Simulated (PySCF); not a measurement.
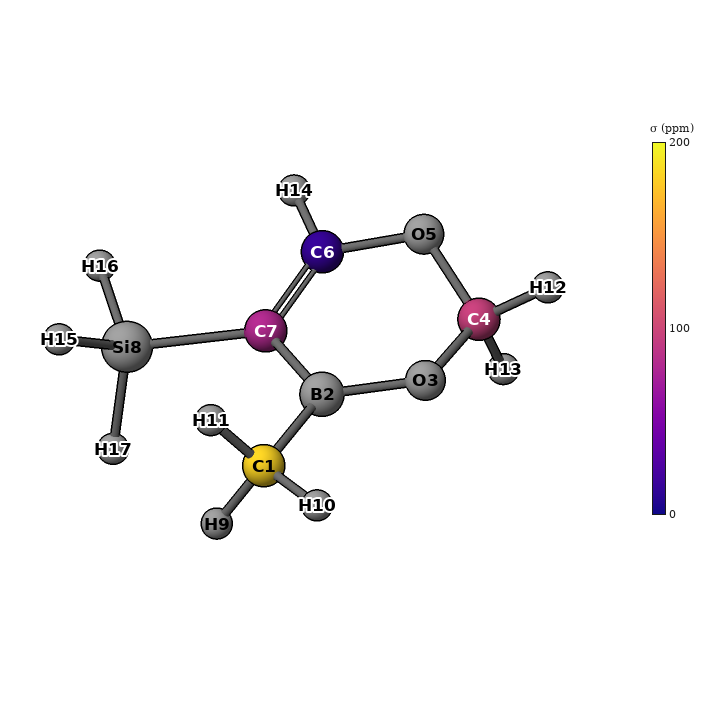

Atoms are coloured by their isotropic NMR shieldings (C only, the others grey). The computed structure is the end point of a GFN2-xTB optimisation. No frequency run is at hand to confirm it as a minimum. Level of theory: GIAO PBE0/pcSseg-1 NMR shielding, non-relativistic, gas phase (PySCF 2.14.0).

Question: Which C atom is the most shielded (lowest chemical shift)?

Answer: C1 (182.3 ppm).

Question: Which C atom is the least shielded (highest chemical shift)?

Answer: C6 (15.3 ppm).

Question: How wide is the range of C shifts?

Answer: 167.0 ppm.

Give the isotropic NMR shieldings of the C atoms atom by atom.

```tsv
atom	σ (ppm)
C1	182.3
C4	96.6
C6	15.3
C7	81.0
```

The geometry is semi-empirical. Around B, Si such bond lengths and angles can be off by a tenth of an ångström or more and by several degrees, and values that hang on the shape move with them.
